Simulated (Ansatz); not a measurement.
# A substitution series on Si: H to F

On one Si centre that keeps SeH, n of the H ligands are replaced by F. The atomisation energy (no zero-point term) y in kJ/mol at CCSD(T)/def2-TZVPP. Shapes: PBE0-D4/def2-TZVP. Flexible molecules stand in one conformer, not always the lowest. Programs: Ansatz 0.2.0.

```
  molecule  n  y (kJ/mol)
 SiH3(SeH)  0        1590
SiH2(SeH)F  1        1826
SiH(SeH)F2  2           ?
 Si(SeH)F3  3        2326
```

Task: Fit y = c + s·n to the known rows and predict SiH(SeH)F2.

Result: 
1. Means of the 3 rows: n = 1.33333, y = 1914.0.
2. Σ(Δn)² = 4.6667, Σ(Δn·Δy) = 1148, so the slope is 1148/4.6667 = 246.
3. Intercept: 1914.0 − (246) × 1.33333 = 1586.0. The largest residual of the fit is 6.0.
4. SiH(SeH)F2: 1586.0 + (246) × 2 = 2078 kJ/mol.

The run gave 2074 kJ/mol, so the prediction is off by +4 kJ/mol, within the largest residual. The steps per swap are +236, +248, +252 kJ/mol. The slope is the difference between a Si–F and a Si–H bond. Other levels give for SiH(SeH)F2: HF/def2-SVP 1491; SPW92/def2-TZVPP 2438; CCSD/def2-TZVPP 2040 kJ/mol. Coupled cluster in double- or triple-zeta sets underbinds by a few per cent against its basis-set limit. Relativity is left out for Se. Outer-core shells of Se are correlated, in sets that cover them unevenly.

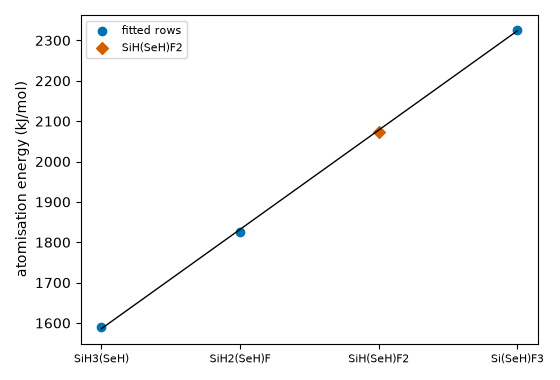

The fitted line, with the withheld member.
